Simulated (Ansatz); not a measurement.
YN, response to strain

Take YN in the rock salt structure (space group Fm-3m, No. 225) as the base.

```xyz
2
Lattice="0.0000 2.4478 2.4478 2.4478 0.0000 2.4478 2.4478 2.4478 0.0000" Properties=species:S:1:pos:R:3 pbc="T T T"
Y      0.0000     0.0000     0.0000
N      2.4478     2.4478     2.4478
```

Strains are applied to the cell and any free atomic positions relax.

Level of theory: plane-wave PAW DFT at the r2SCAN level (Ansatz, a first-principles code, 500 eV), no SOC.

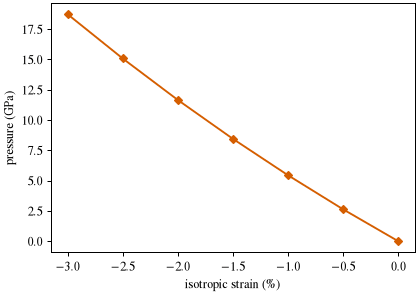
Fig. 1. Pressure against isotropic strain

Task: From the plot, what is the pressure for isotropic strain −1.00 %?

Result: About 5 GPa.

Task: Is the trend monotonic over the range shown?

Result: Yes, it falls throughout, spanning 0.00 GPa to 18.74 GPa.

Whether these cells are dynamically stable was not tested.
